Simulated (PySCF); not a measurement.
**Cl₂: density, localisation and related maps**

```yaml
atoms:
  - { symbol: Cl, position_ang: [0.0000, 0.0000, -0.9935] }
  - { symbol: Cl, position_ang: [0.0000, 0.0000, 0.9935] }
```

Method: PBE0/def2-TZVP, non-relativistic Hamiltonian with scalar-relativistic core potentials where named, at a bond length of 1.987 Å (PySCF).

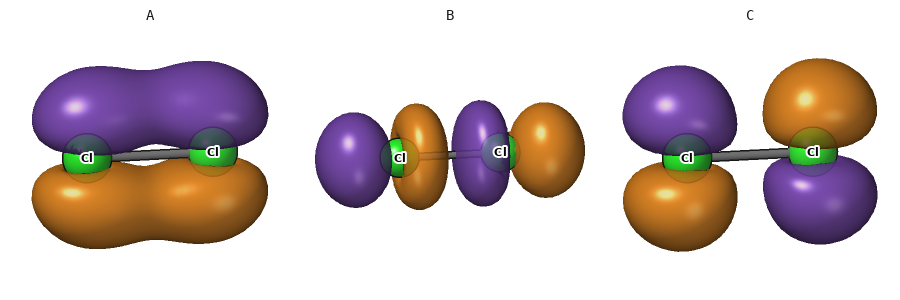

Figure 1. Three frontier orbitals, each drawn at the value that holds 80 % of its norm (orange and purple are the two phases), in no order; of a degenerate pair one member is drawn.

Question: Name the orbitals and rank them from lowest to highest energy.

Answer: Orbital A: πu, occupied, −11.58 eV; with no node between the nuclei, bonding.
Orbital C: πg, occupied, −8.66 eV; antibonding, with a node between the atoms.
Orbital B: σu, empty, −3.04 eV; antibonding, with a node between the atoms.

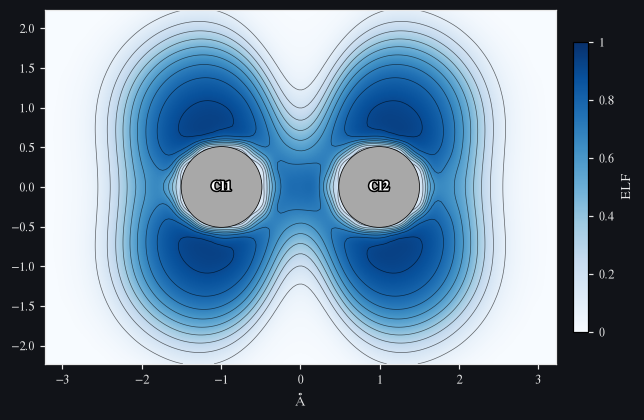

Figure 2. Electron localisation function on a plane that holds the molecular axis. Grey discs cover the atomic cores.

Question: Interpret the plot.

Answer: The plane passes through Cl nuclei. Cl–Cl (1.99 Å): the ELF peaks at about 0.80 between the atoms, as expected for a shared electron pair. The ELF also peaks beside Cl2 and Cl1, away from the bonds: lone-pair regions.

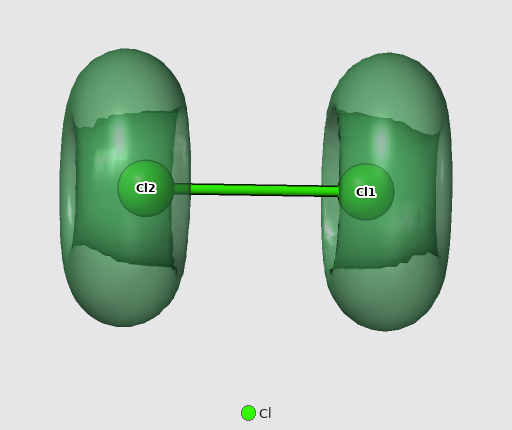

Figure 3. Isosurface of the ELF at 0.85 (green), seen from one side. Only the valence region is drawn (cores and ρ < 0.01 e/Å³ removed).

Question: Identify the bonds, lone pairs and shells in this picture.

Answer: The surface consists of two regions wrapped around Cl (its lone pairs, merged into a ring or cap).
